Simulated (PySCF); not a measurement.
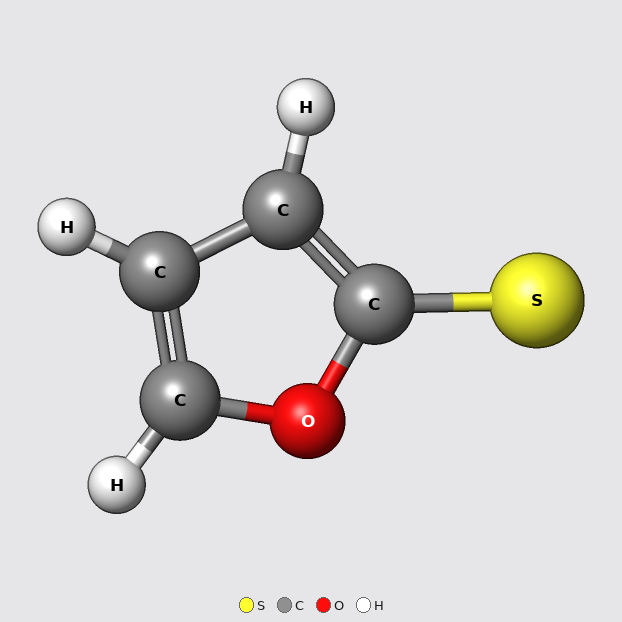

The species has charge −1 and is a spin singlet.

Description:

Formula C4H3OS(-). As SMILES it reads `[S-]c1ccco1`. Independent rings (smallest set): 1 of 5 members, 1 of them aromatic. This geometry has Cs symmetry. All atoms lie on one plane. Coordination: 4 C trigonal planar; 1 O bent.

The parts below concern this one geometry. Atoms keep their numbers from picture to picture. Computed geometry: PBE0-D3(BJ)/def2-SVP optimisation. No frequency run is at hand to confirm it as a minimum.

**NMR shielding**

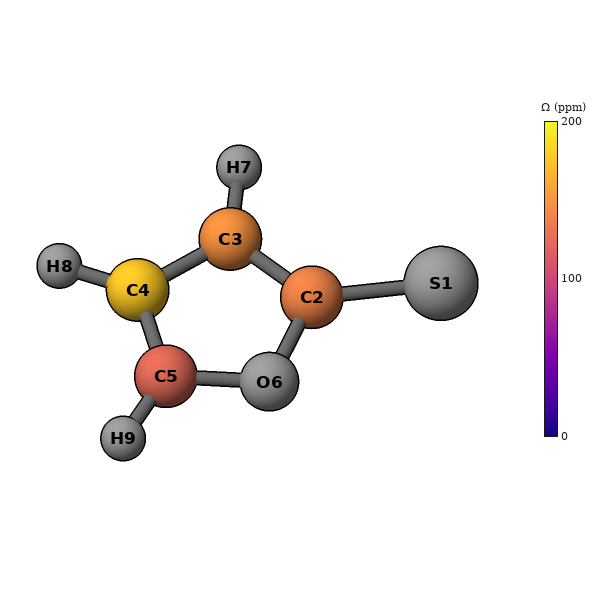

The C atoms are coloured by the span of their shielding tensor. No frequency run is at hand to confirm it as a minimum. Properties computed with GIAO PBE0/pcSseg-1 NMR shielding, non-relativistic, IEF-PCM acetone (PySCF 2.14.0). Principal shieldings σ11 ≤ σ22 ≤ σ33, span Ω = σ33 − σ11, skew κ = 3(σiso − σ22)/Ω.

**Which C atom has the most anisotropic shielding?**

C4, with a span of 177 ppm.

Give the shielding tensors of the C atoms.

```tsv
atom	σ11	σ22	σ33	σiso	Ω	κ
C2	−69.7	21.8	71.7	8.0	141.4	−0.29
C3	−8.3	93.8	140.2	75.3	148.5	−0.38
C4	−20.8	68.8	156.6	68.2	177.4	−0.01
C5	−20.8	52.9	105.8	46.0	126.5	−0.16
```

Shieldings and span in ppm.

**Electronic properties**

No frequency run is at hand to confirm it as a minimum. Method: PBE0/def2-SVPD in acetone (IEF-PCM) (PySCF 2.14.0).

What does the calculation give?

- HOMO energy (Kohn–Sham orbital): −4.68 eV
- mean static polarisability: 124.0 bohr³

**Quadrupole coupling**

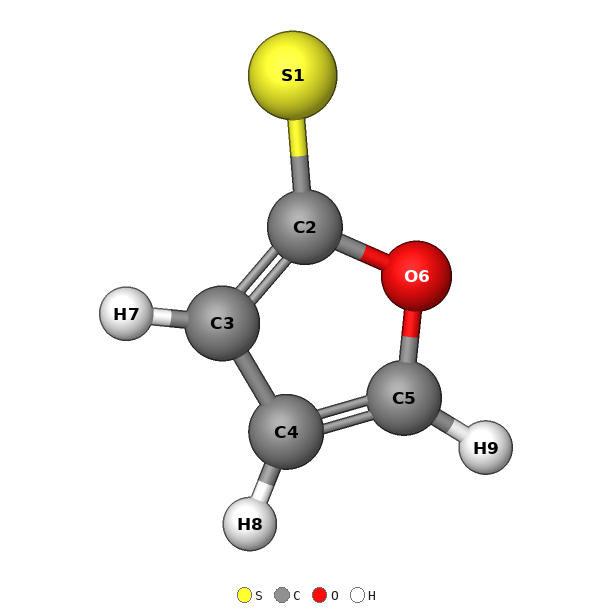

No frequency run is at hand to confirm it as a minimum. Electric field gradients from the ground-state density, PBE0/pcSseg-1 in acetone (IEF-PCM) (PySCF 2.14.0), non-relativistic apart from any core potentials.

Give the largest field-gradient component, the quadrupole coupling constant and the asymmetry for 33S at S1 (Q = −67.81 mb), 17O at O6 (Q = −25.6 mb), 2H at H7 (Q = 2.86 mb), 2H at H8 (Q = 2.86 mb), 2H at H9 (Q = 2.86 mb).

| atom | V_zz (a.u.) | e²qQ/h (MHz) | η |
| --- | --- | --- | --- |
| S1 | 2.444 | −38.9 | 0.24 |
| O6 | 1.493 | −8.98 | 0.11 |
| H7 | 0.324 | 0.218 | 0.08 |
| H8 | 0.311 | 0.209 | 0.07 |
| H9 | 0.311 | 0.209 | 0.13 |

**Charges**

The questions are on IAO charges. No frequency run is at hand to confirm it as a minimum. Method: PBE0/pcSseg-1 in acetone (IEF-PCM) (PySCF 2.14.0).

**Which atom carries the highest charge (most positive or least negative)?**

H9 (0.17 e).

**And the lowest?**

S1 (−0.62 e).

List the IAO charges.

```json
{"atom": "S1", "value (e)": "−0.62"}
{"atom": "C2", "value (e)": "0.03"}
{"atom": "C3", "value (e)": "−0.30"}
{"atom": "C4", "value (e)": "−0.24"}
{"atom": "C5", "value (e)": "−0.05"}
{"atom": "O6", "value (e)": "−0.29"}
{"atom": "H7", "value (e)": "0.15"}
{"atom": "H8", "value (e)": "0.16"}
{"atom": "H9", "value (e)": "0.17"}
```
